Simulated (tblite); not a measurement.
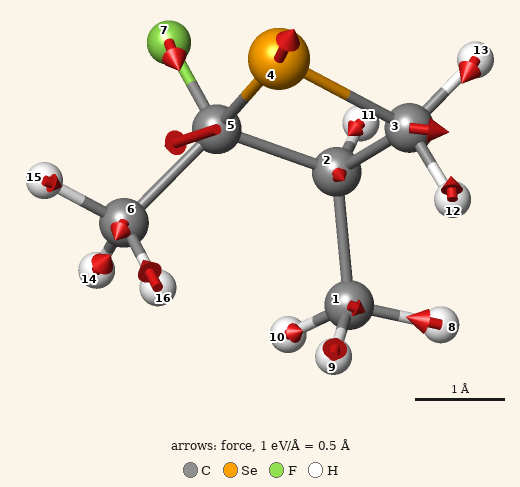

Starting geometry of C5H9FSe (charge +1, multiplicity 2) with the computed forces as red arrows. The picture is a ball-and-stick view, seen at a tilt.

Level of theory: tblite 0.8.0, GFN2-xTB geometry optimisation, gas phase. 

**Is this structure relaxed? If not, where do the atoms go?**

It isn't relaxed: the largest force vector, on C5, is 2.29 eV/Å. The final displacements have little in common with the starting forces (cosine between the two patterns 0.17). The largest move after the best rigid fit is that of Se4, 0.41 Å. By element the largest moves are Se 0.41 Å, H 0.39 Å, F 0.29 Å, C 0.15 Å. Among the contacts that change: Se4–C5 1.930 → 2.079 Å, C5–F7 1.394 → 1.341 Å, C1–H8 1.116 → 1.088 Å, C3–Se4 1.933 → 1.957 Å. Among the angles between lasting bonds that change: C2–C5–Se4 96.2° → 91.0°, C2–C3–H13 111.6° → 116.3°, C5–C2–H11 111.1° → 107.0°. After 86 geometry steps the energy has fallen by 0.265 eV. The run took 0.79 s on 1 thread of Arm Neoverse N1 (shared host).
